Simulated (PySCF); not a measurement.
# One shape, several levels: CH2ClF (chlorofluoromethane)

Aim: a comparison of 6 runs (PBE0/STO-6G, r2SCAN/STO-6G, wB97X-V/STO-6G, CCSDT(Q)/STO-6G, CCSD(T)/STO-6G, FCI/STO-6G) of CH2ClF (chlorofluoromethane). The job is set up through a Python script.

Program for the calculation: PySCF 2.14.0.

5 further runs of the same task are left out: 5 set aside as unsound or not needed.

### 1 The molecule

The species is CH2ClF (5 atoms), meant as a singlet with charge 0. SMILES: `FCCl`. The C2–Cl3 distance was set to 2.650 Å, away from the relaxed value. At this shape a bond of the SMILES string is far longer than usual.

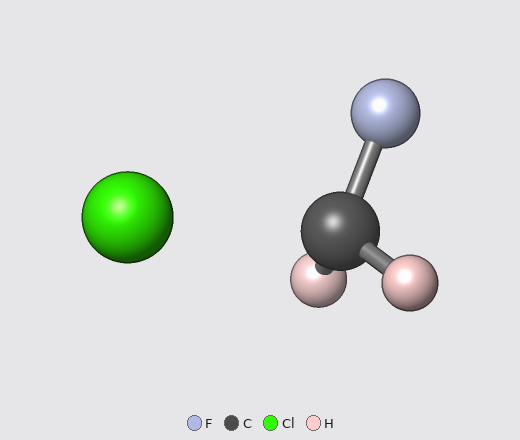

The structure, seen from a chosen angle (fluorine light blue, carbon dark grey, chlorine green, hydrogen pink).

### 2 A single-point energy at PBE0/STO-6G (run 1)

The input, input.xyz:

```xyz
5

F     -0.717192     1.221608     1.294551
C      0.336818     0.750408     0.586121
Cl    -0.422970    -1.232890    -0.998060
H      1.085388     0.358488     1.273631
H      0.730978     1.546758    -0.044029
```

The input, run.py:

```python
from pyscf import gto, dft

mol = gto.Mole()
mol.atom = 'input.xyz'
mol.max_memory = 1860
mol.verbose = 3
mol.basis = 'sto-6g'
mol.build()

ks = dft.RKS(mol, xc='pbe0')
ks.conv_tol = 1e-10
ks.grids.level = 5
ks.kernel()
if not ks.converged:
    ks = ks.newton().run(ks.mo_coeff, ks.mo_occ)

e_final = ks.e_tot
print('Final energy', e_final)
```

Launch:

```console
OMP_NUM_THREADS=1 python run.py
```

What it wrote:

```text
converged SCF energy = -596.78042412778
Final energy -596.7804241277801
```

Run time: 4.2 s. Hardware: 1 thread of Arm Neoverse V2, shared host; peak memory 0.21 GiB.

### 3 A single-point energy at r2SCAN/STO-6G (run 2)

The input, run.py:

```python
from pyscf import gto, dft

molecule = gto.M(
    atom='''
F   -0.717192   1.221608   1.294551
C    0.336818   0.750408   0.586121
Cl  -0.422970  -1.232890  -0.998060
H    1.085388   0.358488   1.273631
H    0.730978   1.546758  -0.044029
''',
    max_memory=1860,
    spin=0,
    charge=0,
    verbose=4,
    basis='sto-6g',
)

mf = dft.RKS(molecule, xc='r2scan')
mf.conv_tol = 1e-10
mf.grids.level = 5
mf.kernel()
if not mf.converged:
    mf = mf.newton().run(mf.mo_coeff, mf.mo_occ)

e_final = mf.e_tot
print(f'total energy: {e_final:.8f} hartree')
```

Launch:

```console
OMP_NUM_THREADS=1 python run.py
```

What it wrote:

```text
PySCF version 2.14.0

[INPUT] num. atoms = 5
[INPUT] num. electrons = 34
[INPUT] charge = 0
[INPUT] spin (= nelec alpha-beta = 2S) = 0
[INPUT] symmetry False subgroup None
[INPUT] Mole.unit = angstrom
[INPUT] Symbol           X                Y                Z      unit          X                Y                Z       unit  Magmom
[INPUT]  1 F     -0.717192000000   1.221608000000   1.294551000000 AA   -1.355296458729   2.308504551578   2.446346844282 Bohr   0.0
[INPUT]  2 C      0.336818000000   0.750408000000   0.586121000000 AA    0.636493773824   1.418065601683   1.107608165856 Bohr   0.0
[INPUT]  3 Cl    -0.422970000000  -1.232890000000  -0.998060000000 AA   -0.799297458907  -2.329824441715  -1.886060055883 Bohr   0.0
[INPUT]  4 H      1.085388000000   0.358488000000   1.273631000000 AA    2.051086058889   0.677444138943   2.406813773756 Bohr   0.0
[INPUT]  5 H      0.730978000000   1.546758000000  -0.044029000000 AA    1.381348223082   2.922949000980  -0.083202751538 Bohr   0.0

[... 69 lines left out ...]
converged SCF energy = -597.013121933501
total energy: -597.01312193 hartree
```

Wall time 6.3 s (1 thread of Arm Neoverse V2, shared host); peak memory 0.21 GiB.

Runs 3 to 5 aren't shown in full; the table further down has their settings and results.

### 4 A single-point energy at FCI/STO-6G (run 6)

The input, calc.py:

```python
from pyscf import gto, scf, mcscf
from pyscf import fci

mol = gto.M(
    atom='''
F       -0.717192       1.221608       1.294551
C        0.336818       0.750408       0.586121
Cl      -0.422970      -1.232890      -0.998060
H        1.085388       0.358488       1.273631
H        0.730978       1.546758      -0.044029
''',
    basis='sto-6g',
    max_memory=1860,
    verbose=4,
    spin=0,
    charge=0,
)

calc0 = scf.RHF(mol)
calc0.conv_tol = 1e-10
calc0.kernel()
if not calc0.converged:
    calc0 = calc0.newton().run(calc0.mo_coeff, calc0.mo_occ)

cas = mcscf.CASCI(calc0, calc0.mo_coeff.shape[-1] - 7, (mol.nelec[0] - 7, mol.nelec[1] - 7))  # full CI above the frozen core
cas.fcisolver = fci.direct_spin0.FCI(mol)  # even spin states alone
cas.kernel()
print('<S^2> = %.4f' % cas.fcisolver.spin_square(cas.ci, cas.ncas, cas.nelecas)[0])
e_final = cas.e_tot
print(f'total energy: {e_final:.8f} hartree')
```

Launch:

```console
OMP_NUM_THREADS=1 python calc.py
```

What it wrote:

```text
PySCF version 2.14.0

[INPUT] num. atoms = 5
[INPUT] num. electrons = 34
[INPUT] charge = 0
[INPUT] spin (= nelec alpha-beta = 2S) = 0
[INPUT] symmetry False subgroup None
[INPUT] Mole.unit = angstrom
[INPUT] Symbol           X                Y                Z      unit          X                Y                Z       unit  Magmom
[INPUT]  1 F     -0.717192000000   1.221608000000   1.294551000000 AA   -1.355296458729   2.308504551578   2.446346844282 Bohr   0.0
[INPUT]  2 C      0.336818000000   0.750408000000   0.586121000000 AA    0.636493773824   1.418065601683   1.107608165856 Bohr   0.0
[INPUT]  3 Cl    -0.422970000000  -1.232890000000  -0.998060000000 AA   -0.799297458907  -2.329824441715  -1.886060055883 Bohr   0.0
[INPUT]  4 H      1.085388000000   0.358488000000   1.273631000000 AA    2.051086058889   0.677444138943   2.406813773756 Bohr   0.0
[INPUT]  5 H      0.730978000000   1.546758000000  -0.044029000000 AA    1.381348223082   2.922949000980  -0.083202751538 Bohr   0.0

nuclear repulsion = 82.0675553424569
number of shells = 13
number of NR pGTOs = 126
number of NR cGTOs = 21
basis = sto-6g
ecp = {}

******** <class 'pyscf.scf.hf.RHF'> ********
method = RHF
initial guess = minao
damping factor = 0
level_shift factor = 0
DIIS = <class 'pyscf.scf.diis.CDIIS'>
diis_start_cycle = 1
diis_space = 8
diis_damp = 0
SCF conv_tol = 1e-10
SCF conv_tol_grad = None
SCF max_cycles = 50
direct_scf = True
direct_scf_tol = 1e-13
Set gradient conv threshold to 1e-05
Initial guess from minao.
init E= -595.239852454659
  HOMO = -0.393398329338791  LUMO = -0.0489634660217981  gap/eV = 9.37255
cycle= 1 E= -595.539172304021  delta_E= -0.299  |g|= 0.558  |ddm|= 2.33
  HOMO = -0.184595780379462  LUMO = -0.0643828817510466  gap/eV = 3.27116
cycle= 2 E= -595.667265892549  delta_E= -0.128  |g|= 0.416  |ddm|= 1.88
  HOMO = -0.285144150399334  LUMO = 0.0346489778763215  gap/eV = 8.70201
cycle= 3 E= -595.734242541232  delta_E= -0.067  |g|= 0.0398  |ddm|= 0.678
  HOMO = -0.307815389488792  LUMO = 0.0539313452628366  gap/eV = 9.84363
cycle= 4 E= -595.73555324676  delta_E= -0.00131  |g|= 0.0149  |ddm|= 0.11
  HOMO = -0.314035964133303  LUMO = 0.0549367639140061  gap/eV = 10.04026
cycle= 5 E= -595.735721991725  delta_E= -0.000169  |g|= 0.00503  |ddm|= 0.0355
  HOMO = -0.311785258577942  LUMO = 0.0518739272773505  gap/eV = 9.89567
cycle= 6 E= -595.735742732437  delta_E= -2.07e-05  |g|= 0.00157  |ddm|= 0.0117
  HOMO = -0.312132939141197  LUMO = 0.0526991074368375  gap/eV = 9.92759
cycle= 7 E= -595.735745627469  delta_E= -2.9e-06  |g|= 0.000149  |ddm|= 0.00631
  HOMO = -0.312156470486125  LUMO = 0.0526829532872763  gap/eV = 9.92779
cycle= 8 E= -595.735745655463  delta_E= -2.8e-08  |g|= 4.29e-05  |ddm|= 0.000585
  HOMO = -0.312168801334424  LUMO = 0.0526962044735197  gap/eV = 9.92848
cycle= 9 E= -595.735745660435  delta_E= -4.97e-09  |g|= 2.07e-05  |ddm|= 0.000277
  HOMO = -0.312164072700747  LUMO = 0.0526928281023771  gap/eV = 9.92826
cycle= 10 E= -595.735745662158  delta_E= -1.72e-09  |g|= 6.49e-06  |ddm|= 0.000226
  HOMO = -0.312164393545084  LUMO = 0.0526928016426639  gap/eV = 9.92827
cycle= 11 E= -595.735745662308  delta_E= -1.5e-10  |g|= 1.87e-06  |ddm|= 7.68e-05
  HOMO = -0.312164441411767  LUMO = 0.0526927336873729  gap/eV = 9.92827
cycle= 12 E= -595.73574566231  delta_E= -2.73e-12  |g|= 2.81e-07  |ddm|= 9.85e-06
  HOMO = -0.312164467219858  LUMO = 0.0526927182098991  gap/eV = 9.92827
Extra cycle  E= -595.735745662311  delta_E= -5.68e-13  |g|= 1.48e-07  |ddm|= 5.84e-07
converged SCF energy = -595.735745662311

******** <class 'pyscf.mcscf.casci.CASCI'> ********
CAS (10e+10e, 14o), ncore = 7, nvir = 0
natorb = False
canonicalization = True
sorting_mo_energy = False
******** <class 'pyscf.fci.direct_spin0.FCISolver'> ********
max. cycles = 100
conv_tol = 1e-10
davidson only = False
linear dependence = 1e-14
level shift = 0.001
max iter space = 12
nroots = 1
pspace_size = 400
spin = None
Density matrix diagonal elements [1.99620616 1.98129022 1.99766585 1.98410787 1.9647126  1.97507001
 1.98629313 1.99971048 1.9998226  1.69365882 0.33245759 0.03915959
 0.02434802 0.02549707]
CASCI converged
CASCI E = -595.899725032929  E(CI) = -79.1392042733977  S^2 = 0.0000000
<S^2> = 0.0000
total energy: -595.89972503 hartree
```

It took 28 s on 1 thread of Arm Neoverse V2, shared host; peak memory 0.34 GiB.

### 5 All runs side by side

```csv
run,level,nlc grid,integration grid,energy (Eh),dipole moment (D) of the reference,HOMO energy (eV),LUMO energy (eV),wall time
1,PBE0/STO-6G,–,5,-596.780424,4.35,-5.47,-1.97,4.2 s
2,r2SCAN/STO-6G,–,5,-597.013122,4.31,-4.22,-2.77,6.3 s
3,wB97X-V/STO-6G,1,5,-596.954283,4.58,-7.92,0.15,23 s
4,CCSDT(Q)/STO-6G,–,–,-595.899591,4.86,-8.49,1.43,3.3 s
5,CCSD(T)/STO-6G,–,–,-595.899082,4.86,-8.49,1.43,0.94 s
6,FCI/STO-6G,–,–,-595.899725,4.86,-8.49,1.43,28 s
```

### 6 Outcome

```
                                          quantity          value
                               run 6: total energy  -595.89973 Eh
       run 6: dipole moment (Hartree–Fock density)         4.86 D
        run 6: HOMO energy (Hartree–Fock orbitals)       -8.49 eV
        run 6: LUMO energy (Hartree–Fock orbitals)        1.43 eV
      run 6: HOMO–LUMO gap (Hartree–Fock orbitals)        9.93 eV
run 6: correlation energy (7 core orbitals frozen)     -164.0 mEh
```

**Reading.** Against full CI in this basis: CCSDT(Q) +0.1 mEh; CCSD(T) +0.6 mEh. Over runs 1, 2, 3 the dipole moment (its size) runs from 4.31 D (r2SCAN/STO-6G) to 4.58 D (wB97X-V/STO-6G). Over runs 1, 2, 3 the HOMO–LUMO gap runs from 1.45 eV (r2SCAN/STO-6G) to 8.06 eV (wB97X-V/STO-6G). Totals of different functionals can't be ranked against each other. In runs 1, 2, 3, 4, 5, 6 the basis is minimal, so the values are rough. All runs together took 66 s, the longest 28 s.
